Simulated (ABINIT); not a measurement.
# AlN (P6_3mc): a self-consistent loop beyond G0W0, cycle by cycle, part 3 of 3

Aim: iterate the self-energy on AlN (P6_3mc) and follow the gap from cycle to cycle.

ABINIT 10.8.3; LDA and many-body steps on it, plane waves. Known limits of the many-body steps: not at the basis limit; coarse k mesh.

So far. Step 10 (evGW, cycle 1): Against G0W0 in ABINIT (3×3×2 mesh, 58 bands, screening to 130.6 eV, Godby-Needs plasmon pole), the gap moves by +0.591 eV. Step 13 (evGW, cycle 2): Against the cycle before, the gap moves by +0.051 eV.

The database entry behind the starting cell differs from later determinations by our own check (inner coordinate u about 0.002 short), so it need not match the best structure at ambient conditions.

## Step 15: Screening, 3×3×2 mesh, 58 bands, screening to 130.6 eV

This step: RPA screening on LDA from quasiparticle energies, plane waves, norm-conserving pseudopotentials.

Input file run.abi:

```
acell 3*1.0 Angstrom
rprim 
  3.113000000011 -0.000000000003 0.000000000000
  -1.556500000003 2.695937081992 0.000000000000
  0.000000000000 0.000000000000 4.981000000000
ntypat 2
znucl 13 7
natom 4
typat 1 1 2 2
xred 
  0.333333333333 0.666666666667 0.000000000000
  0.666666666667 0.333333333333 0.500000000000
  0.333333333333 0.666666666667 0.380000000000
  0.666666666667 0.333333333333 0.880000000000
pp_dirpath "pseudos"
pseudos "Al.upf, N.upf"
ecut 36
ngkpt 3 3 2
nshiftk 1
shiftk 0 0 0
kptopt 1
chksymbreak 0
istwfk *1
occopt 1
irdwfk 1
optdriver 3
nband 58
ecuteps 4.8
inclvkb 2
awtr 1
symchi 1
irdqps 1
gwcalctyp 10
nqptdm 5
qptdm 
  0.3333333333 0.0000000000 0.0000000000
  0.3333333333 0.3333333333 0.0000000000
  0.0000000000 0.0000000000 0.5000000000
  0.3333333333 0.0000000000 0.5000000000
  0.3333333333 0.3333333333 0.5000000000
indata_prefix "in"
outdata_prefix "out"
tmpdata_prefix "tmp"
```

Input file mrgscr.stdin:

```
2
merged
q0_SCR
out_SCR
1
```

On the command line:

```sh
> OMP_NUM_THREADS=1 mpirun -n 4 abinit run.abi > log; mrgscr < mrgscr.stdin
```

Numbers of over 12 decimals in the logs are rounded to 6 here.

Log:

```text
.Version 10.8.3 of ABINIT. v10.8.2 released Aug 2026.

 Symmetries : space group P6_3 m c (#186); Bravais hP (primitive hexag.)
[... echo of the input left out ...]
== DATASET  1 ==================================================================
-   mpi_nproc: 4, omp_nthreads: 1 (-1 if OMP is not activated)

--- !DatasetInfo
iteration_state: {dtset: 1, }
dimensions: {natom: 4, nkpt: 6, mband: 58, nsppol: 1, nspinor: 1, nspden: 1, mpw: 2934, }
cutoff_energies: {ecut:  36.0, pawecutdg:  -1.0, }
[...]
q-point number  1        q = ( 0.333333, 0.000000, 0.000000) [r.l.u.]
--------------------------------------------------------------------------------
[... chi0 elements left out ...]
  Average fulfillment of the sum rule on Im[epsilon] for q-point    2 :     81.42  [%]

--------------------------------------------------------------------------------
  q-point number  2        q = ( 0.333333, 0.333333, 0.000000) [r.l.u.]
--------------------------------------------------------------------------------
[... chi0 elements left out ...]
  Average fulfillment of the sum rule on Im[epsilon] for q-point    3 :     76.53  [%]

 [... 3 further q-points ...]
```

Wall time 3.1 s (4 MPI ranks of Arm Neoverse V2, shared host); peak memory 0.24 GiB; 12 s of CPU time.

This step gave:

- plasma frequency: 22.97 eV
- plane waves in the screening matrix: 135

This screening reads the quasiparticle levels of the cycle before.

## Step 16: evGW, cycle 3

This step: evGW on LDA, plane waves, norm-conserving pseudopotentials.

Changes to run.abi since step 15:

```diff
@@ -25,12 +25,10 @@
 irdwfk 1
-optdriver 3
+optdriver 4
 nband 58
-ecuteps 4.8
-inclvkb 2
-awtr 1
-symchi 1
-irdqps 1
 gwcalctyp 10
-nqptdm 5
-qptdm 
+ecutsigx 36
+symsigma 1
+nkptgw 6
+kptgw 
+  0.0000000000 0.0000000000 0.0000000000
   0.3333333333 0.0000000000 0.0000000000
@@ -40,2 +38,13 @@
   0.3333333333 0.3333333333 0.5000000000
+bdgw 
+  1 22
+  1 22
+  1 22
+  1 22
+  1 22
+  1 22
+ecuteps 4.8
+irdscr 1
+ppmodel 1
+irdqps 1
 indata_prefix "in"
```

On the command line:

```sh
> OMP_NUM_THREADS=1 mpirun -n 4 abinit run.abi > log
```

Log:

```text
.Version 10.8.3 of ABINIT. v10.8.2 released Aug 2026.

 Symmetries : space group P6_3 m c (#186); Bravais hP (primitive hexag.)
[... echo of the input left out ...]
== DATASET  1 ==================================================================
-   mpi_nproc: 4, omp_nthreads: 1 (-1 if OMP is not activated)

--- !DatasetInfo
iteration_state: {dtset: 1, }
dimensions: {natom: 4, nkpt: 6, mband: 58, nsppol: 1, nspinor: 1, nspden: 1, mpw: 2934, }
cutoff_energies: {ecut:  36.0, pawecutdg:  -1.0, }
[...]
.  kptgw no:  4; Maximum DeltaE = (  -0.010   0.009) for band index:  1
.  kptgw no:  5; Maximum DeltaE = (   0.013   0.000) for band index: 21
.  kptgw no:  6; Maximum DeltaE = (   0.016   0.002) for band index: 21

== END DATASET(S) ==============================================================
================================================================================

 -outvars: echo values of variables after computation  --------
           etotal      0.0000000000E+00
            nband          58
             nkpt           6
          spgroup         186
 [... the other variables as echoed above ...]

 Calculation completed.
```

It took 17 s on 4 MPI ranks; peak memory 0.76 GiB; 67 s of CPU time.

Numbers from this step:

```yaml
quasiparticle_gap_on_the_mesh: 6.247 eV
gap_of_the_density_functional_on_the_mesh: 4.255 eV
k_of_the_valence_top: 0, 0, 0
k_of_the_conduction_bottom: 0, 0, 0
least_direct_quasiparticle_gap_on_the_computed_points: 6.247 eV
```

Against the cycle before, the gap moves by +0.008 eV.

## Step 17: Side by side

Times are wall times on 4 MPI ranks of Arm Neoverse V2, shared host, good to a factor of about two. A run's time includes the screening step that it read.

```tsv
run	mesh	bands	screening cutoff (eV)	DFT gap (eV)	gap on the mesh (eV)	direct (eV)	ε∞ used	time
G0W0	3×3×2	58	130.6	4.255	5.597	5.597	5.00	6.1 s
evGW0, cycle 1	3×3×2	58	130.6	4.255	5.905	5.905	5.00	21 s
evGW0, cycle 2	3×3×2	58	130.6	4.255	5.822	5.822	5.00	21 s
evGW0, cycle 3	3×3×2	58	130.6	4.255	5.823	5.823	5.00	21 s
evGW, cycle 1	3×3×2	58	130.6	4.255	6.188	6.188	4.30	23 s
evGW, cycle 2	3×3×2	58	130.6	4.255	6.239	6.239	4.18	22 s
evGW, cycle 3	3×3×2	58	130.6	4.255	6.247	6.247	4.17	23 s
```

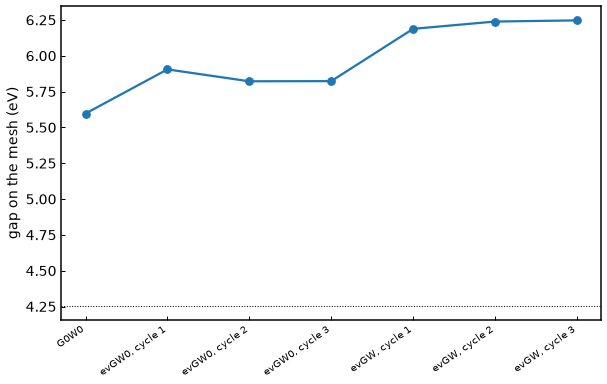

The gap through the cycles; the dotted line is the starting gap.

## Step 18: What came out

```yaml
g0w0: 5.597 eV
evgw0_cycle_1: 5.905 eV
evgw0_cycle_2: 5.822 eV
evgw0_cycle_3: 5.823 eV
evgw_cycle_1: 6.188 eV
evgw_cycle_2: 6.239 eV
evgw_cycle_3: 6.247 eV
known_limits: not at the basis limit; coarse k mesh
```

In words: Only the bands that the input lists are updated; the others, empty or deep, keep the functional's energies or take a rigid shift. The evGW loop starts from the last levels of evGW0, so its cycles and time come on top of those. evGW0 ends at 5.82 eV, +0.23 eV from G0W0, after 3 cycles that took 51 s beside the first screening; the last moved the gap by 0.001 eV. evGW ends at 6.25 eV, +0.65 eV from G0W0, after 3 cycles that took 68 s beside the first screening; the last moved the gap by 0.008 eV. The first cycle of evGW0 takes the full correction, without the factor Z, so it overshoots the one-shot value. Bands and cutoff are finite, so the gap is not at the basis limit. The miss can reach some tenths of an eV and take either sign; the mesh is an error of its own. The 3×3×2 mesh is coarse for this cell, which bears on the long-range parts of exchange and screening. In the updated screening the q = 0 part is built from Kohn-Sham bands under a rigid shift, the other q from the quasiparticle levels.

[Paths, hosts, dates, memory and timing lines, banners, echoed tables and standing remarks are left out of the program output.]

[Logs are printed without paths, hosts, clocks, repeated set-up lines and the standing remarks that a program may print on its own settings, such as how far it seeks lower states.]

[Runs of the session that timed out or met a known fault of the program may be left out.]

[Hosts, paths, dates, database ids (printed as entryN), source tags and the programs' standing remarks are cut or masked in the printed files.]

[G0W0 gaps are taken among the corrected bands and points alone; a level outside them can change the order at an edge.]

[Where Ansatz stands beside ABINIT at settings called matched, ABINIT's density can come from a denser mesh and the files from another edition; pairs whose starting gaps differed by over 0.03 eV were left out, so agreement reads better than it is.]
